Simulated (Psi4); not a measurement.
# wB97X-V/def2-SVP (core potential) run of C2HClFIn (SMILES C#[C][In]([F])[Cl])

What is the energy change on altering one bond length of C2HClFIn at wB97X-V/def2-SVP (core potential)? 

Program for the calculation: Psi4 1.11.

1 further run of the same task is left out (set aside as unsound or not needed). Runs told in other sessions of the task aren't counted.

**1. The molecule**

C2HClFIn has 6 atoms, charge 0, and is taken as a singlet. As SMILES, `C#[C][In]([F])[Cl]`. Geometry: relaxed at PBE0-D4/def2-TZVP.

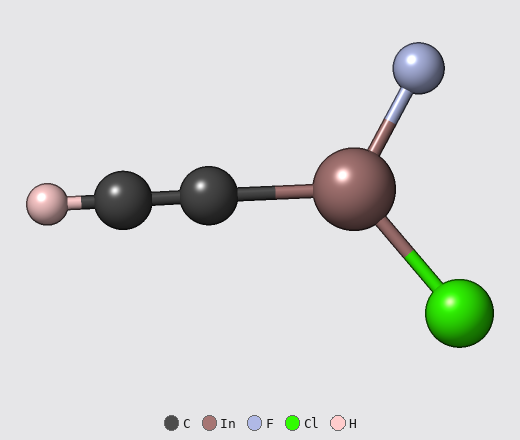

Viewed from a chosen angle; carbon dark grey, indium brown, fluorine light blue, chlorine green, hydrogen pink.

**2. The energy at wB97X-V/def2-SVP (core potential)**

File run.py:

```python
import psi4

psi4.set_memory(2200000000)
psi4.set_num_threads(1)
psi4.core.set_output_file('c2hclfin.out', False)

m = psi4.geometry("""
0 1
C      1.088300     0.340300     1.700800
C      0.438900     0.120100     0.708700
In    -0.655800    -0.235700    -0.984700
F     -1.773600    -1.806600    -1.123700
Cl    -0.759200     1.049500    -2.880900
H      1.661500     0.532400     2.579900
symmetry c1
no_reorient
no_com
""")

options = {'basis': 'def2-SVP', 'puream': True, 'e_convergence': 1e-09, 'd_convergence': 1e-08, 'scf_type': 'pk', 'dft_radial_points': 99, 'dft_spherical_points': 590}
psi4.set_options(options)

result = psi4.energy("wb97x-v", molecule=m)
print(f'total energy {result:.8f} hartree = {result * 27.211386:.5f} eV')
for k, v in sorted(psi4.core.scalar_variables().items()):
    print(f'{k:45s} {v:18.10f}')
```

Run with:

```sh
python run.py
```

c2hclfin.out:

```text
[...]
    !!!  WARNING: ECP capability is in beta. Please check occupations closely.  !!!
[...]
  Running in c1 symmetry.
[...]
  Nuclear repulsion =  274.588230394353843
[...]
  Multiplicity = 1
[...]
  Nalpha       = 30
  Nbeta        = 30
[...]
    Number of basis functions: 91
[...]
   @RKS iter   1:  -826.35278529187258   -1.80352e+00   7.12096e-03 ADIIS/DIIS
[...]
   @RKS iter  13:  -826.55845534067350   -4.88853e-12   6.56116e-09 DIIS
[...]
    Orbital Energies [Eh]
    ---------------------
    Doubly Occupied:
       1A   -101.487641     2A    -24.705602     3A    -10.316705
       4A    -10.305645     5A     -9.551485     6A     -7.311222
       7A     -7.304963     8A     -7.304242     9A     -4.838270
      10A     -3.254708    11A     -3.245091    12A     -3.242840
      13A     -1.213733    14A     -0.972129    15A     -0.946354
      16A     -0.937919    17A     -0.936060    18A     -0.929348
      19A     -0.896653    20A     -0.884928    21A     -0.676047
      22A     -0.587387    23A     -0.506401    24A     -0.485352
      25A     -0.478710    26A     -0.454186    27A     -0.432605
      28A     -0.424363    29A     -0.417462    30A     -0.415091
[...]
  @RKS Final Energy:  -826.55845534067350
   => Energetics <=
    Nuclear Repulsion Energy =            274.5882303943538432
    One-Electron Energy =               -1759.3739600226442690
    Two-Electron Energy =                 706.0772390050233298
    DFT Exchange-Correlation Energy =     -48.0899587082657405
    Empirical Dispersion Energy =           0.0000000000000000
    VV10 Nonlocal Energy =                  0.2399939908594312
    Total Energy =                       -826.5584553406735040
[...]
 Multipole Moments:
 ------------------------------------------------------------------------------------
     Multipole            Electronic (a.u.)      Nuclear  (a.u.)        Total (a.u.)
 ------------------------------------------------------------------------------------
 L = 1.  Multiply by 2.5417464519 to convert [e a0] to [Debye]
 Dipole X            :         60.8735925          -60.1233374            0.7502551
 Dipole Y            :          0.5687903           -0.1375721            0.4312182
 Dipole Z            :        119.4568282         -118.5432757            0.9135524
 Magnitude           :                                                    1.2583362
[...]
```

Standard output:

```text
total energy -826.55845534 hartree = -22491.80118 eV
CURRENT ENERGY                                   -826.5584553407
CURRENT REFERENCE ENERGY                         -826.5584553407
DD SOLVATION ENERGY                                 0.0000000000
DFT FUNCTIONAL TOTAL ENERGY                      -826.5584553407
DFT TOTAL ENERGY                                 -826.5584553407
DFT VV10 ENERGY                                     0.2399939909
DFT XC ENERGY                                     -48.0899587083
GRID ELECTRONS ALPHA                               29.9999990636
GRID ELECTRONS BETA                                29.9999990636
GRID ELECTRONS TOTAL                               59.9999981272
NUCLEAR REPULSION ENERGY                          274.5882303944
ONE-ELECTRON ENERGY                             -1759.3739600226
PCM POLARIZATION ENERGY                             0.0000000000
PE ENERGY                                           0.0000000000
SCF ITERATION ENERGY                             -826.5584553407
SCF ITERATIONS                                     13.0000000000
SCF TOTAL ENERGY                                 -826.5584553407
TWO-ELECTRON ENERGY                               706.0772390050
XC GRID RADIAL POINTS                              99.0000000000
XC GRID SPHERICAL POINTS                          590.0000000000
XC GRID TOTAL POINTS                           334760.0000000000
```

It took 57 s on 1 thread of AMD EPYC 9R45 (Zen 5), shared host; peak memory 1 GiB.

**3. The distorted shape, same level**

File c2hclfin.json:

```json
{
  "schema_name": "qcschema_input",
  "schema_version": 1,
  "molecule": {
    "schema_name": "qcschema_molecule",
    "schema_version": 2,
    "symbols": ["C", "C", "In", "F", "Cl", "H"],
    "geometry": [2.11520447, -0.08548176, 4.28896588, 0.88801632, -0.50159945, 2.41416859, -1.18066687, -1.17396401, -0.78589363, -3.29300273, -4.14253478, -1.04856556, -1.43468007, 1.98326757, -5.44411199, 3.19839548, 0.27753463, 5.95022411],
    "molecular_charge": 0,
    "molecular_multiplicity": 1,
    "fix_symmetry": "c1",
    "fix_com": true,
    "fix_orientation": true
  },
  "driver": "energy",
  "model": {
    "method": "wb97x-v",
    "basis": "def2-SVP"
  },
  "keywords": {
    "reference": "rks",
    "puream": true,
    "e_convergence": 1e-09,
    "d_convergence": 1e-08,
    "scf_type": "pk",
    "dft_radial_points": 99,
    "dft_spherical_points": 590
  }
}
```

Run with:

```sh
psi4 --qcschema c2hclfin.json -n 1 --memory 2200MB
```

stdout:

```text
[...]
    !!!  WARNING: ECP capability is in beta. Please check occupations closely.  !!!
[...]
  Running in c1 symmetry.
[...]
  Nuclear repulsion =  248.938446926770325
[...]
  Multiplicity = 1
[...]
  Nalpha       = 30
  Nbeta        = 30
[...]
    Number of basis functions: 91
[...]
   @RKS iter   1:  -826.25438791308306   -1.89863e+00   7.37236e-03 ADIIS/DIIS
[...]
   @RKS iter  14:  -826.49949817183358   -3.18323e-12   5.01601e-09 DIIS
[...]
    Orbital Energies [Eh]
    ---------------------
    Doubly Occupied:
       1A   -101.442581     2A    -24.733454     3A    -10.337006
       4A    -10.326435     5A     -9.502003     6A     -7.263432
       7A     -7.255000     8A     -7.254823     9A     -4.867993
      10A     -3.283926    11A     -3.274196    12A     -3.272398
      13A     -1.239343    14A     -0.974685    15A     -0.964615
      16A     -0.964294    17A     -0.962008    18A     -0.953482
      19A     -0.904086    20A     -0.858686    21A     -0.692957
      22A     -0.601628    23A     -0.521481    24A     -0.501699
      25A     -0.497573    26A     -0.437646    27A     -0.437421
      28A     -0.396412    29A     -0.372487    30A     -0.371541
[...]
  @RKS Final Energy:  -826.49949817183358
   => Energetics <=
    Nuclear Repulsion Energy =            248.9384469267703253
    One-Electron Energy =               -1707.9932385699603401
    Two-Electron Energy =                 680.3364206081936345
    DFT Exchange-Correlation Energy =     -48.0230824911625405
    Empirical Dispersion Energy =           0.0000000000000000
    VV10 Nonlocal Energy =                  0.2419553543254856
    Total Energy =                       -826.4994981718335794
[...]
 Multipole Moments:
 ------------------------------------------------------------------------------------
     Multipole            Electronic (a.u.)      Nuclear  (a.u.)        Total (a.u.)
 ------------------------------------------------------------------------------------
 L = 1.  Multiply by 2.5417464519 to convert [e a0] to [Debye]
 Dipole X            :         58.4607876          -57.6028698            0.8579178
 Dipole Y            :         31.3053079          -31.4654612           -0.1601533
 Dipole Z            :         74.2264440          -72.3217292            1.9047148
 Magnitude           :                                                    2.0951397
[...]
```

The result, in JSON:

```text
{
 "driver": "energy",
 "model": {
  "method": "wb97x-v",
  "basis": "def2-SVP"
 },
 "success": true,
 "return_result": -826.4994981718336,
 "properties": {
  "calcinfo_nbasis": 91,
  "calcinfo_nmo": 91,
  "calcinfo_nalpha": 30,
  "calcinfo_nbeta": 30,
  "calcinfo_natom": 6,
  "nuclear_repulsion_energy": 248.93844692677033,
  "return_energy": -826.4994981718336,
  "scf_one_electron_energy": -1707.9932385699603,
  "scf_two_electron_energy": 680.3364206081936,
  "scf_vv10_energy": 0.24195535432548562,
  "scf_xc_energy": -48.02308249116254,
  "scf_dipole_moment": [0.8579177983770592, -0.16015325527557422, 1.9047148222137054],
  "scf_total_energy": -826.4994981718336,
  "scf_iterations": 14
 }
}
```

Run time: 61 s. Hardware: 1 thread of AMD EPYC 9R45 (Zen 5), shared host; peak memory 1 GiB.

**4. Results**

Level: wB97X-V/def2-SVP (core potential).

| quantity | value |
| --- | --- |
| first shape: total energy | -826.55846 Eh |
| first shape: dipole moment | 3.20 D |
| first shape: HOMO energy | -11.30 eV |
| first shape: LUMO energy | 0.07 eV |
| first shape: HOMO–LUMO gap | 11.37 eV |
| distorted shape: total energy | -826.49950 Eh |
| distorted shape: dipole moment | 5.33 D |
| distorted shape: HOMO energy | -10.11 eV |
| distorted shape: LUMO energy | -1.62 eV |
| distorted shape: HOMO–LUMO gap | 8.49 eV |
| energy change with the In3–Cl5 bond stretched from 2.293 to 2.981 Å | 1.604 eV |

What this shows: With the In3–Cl5 bond stretched from 2.293 to 2.981 Å the energy rises by 1.60 eV (37 kcal/mol). The first shape isn't relaxed at this level, so the change isn't measured from a minimum.
